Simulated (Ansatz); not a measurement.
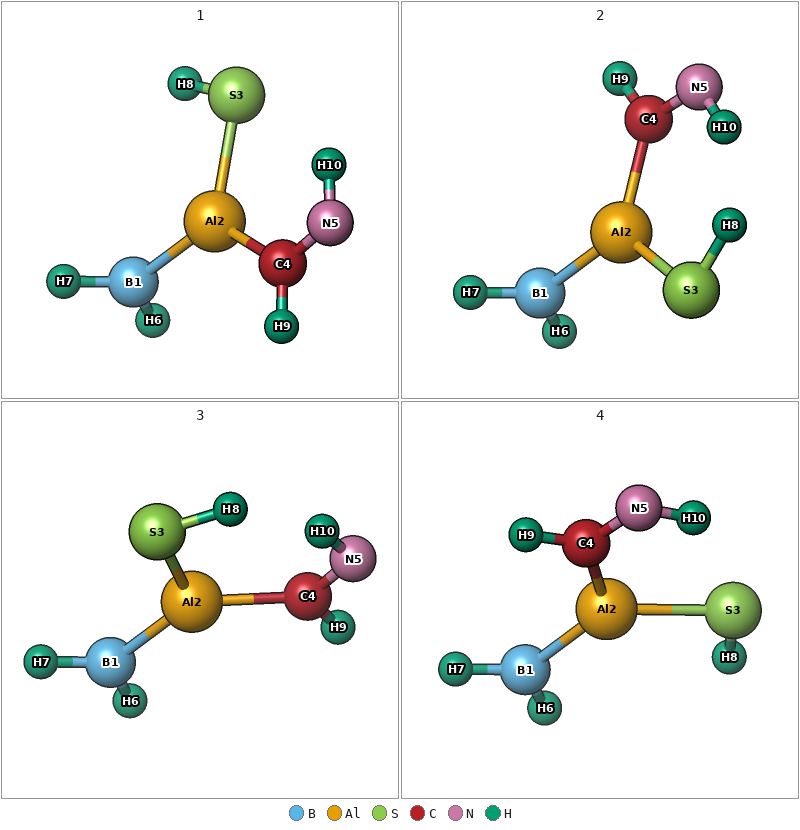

CH5AlBNS, SMILES [BH2][Al]([SH])[CH]=N. The first coordinate is: dihedral H6–B1–Al2–C4; the second: dihedral B1–Al2–S3–H8. Nothing is relaxed (all other coordinates rigid). Grid: 18 × 18 points. Energies: kJ/mol, counted from the lowest grid point. Level of theory: RKS PBE0-D4/def2-SVP in Ansatz.

The numbered pictures are structures from this grid.

Q: Which is the most stable, and how do the others follow?

A: 1, at dihedral H6–B1–Al2–C4 = −80°, dihedral B1–Al2–S3–H8 = 0°: 0.0 kJ/mol; 2, at dihedral H6–B1–Al2–C4 = 100°, dihedral B1–Al2–S3–H8 = −180°: 4.5 kJ/mol; 4, at dihedral H6–B1–Al2–C4 = −180°, dihedral B1–Al2–S3–H8 = 0°: 7.8 kJ/mol; 3, at dihedral H6–B1–Al2–C4 = 0°, dihedral B1–Al2–S3–H8 = −180°: 12.1 kJ/mol.

The map, with the structures marked:

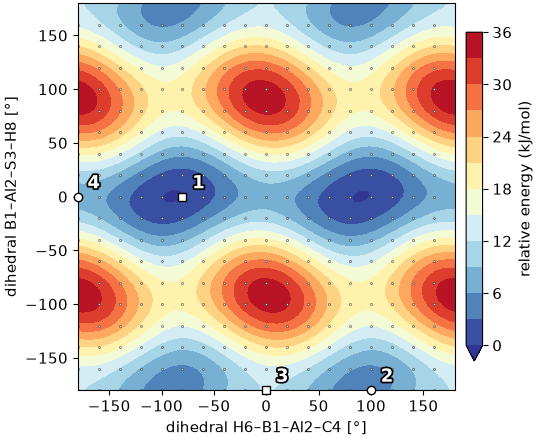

Drawn: filled contours, dots at the grid points. Between grid points the surface is interpolated.
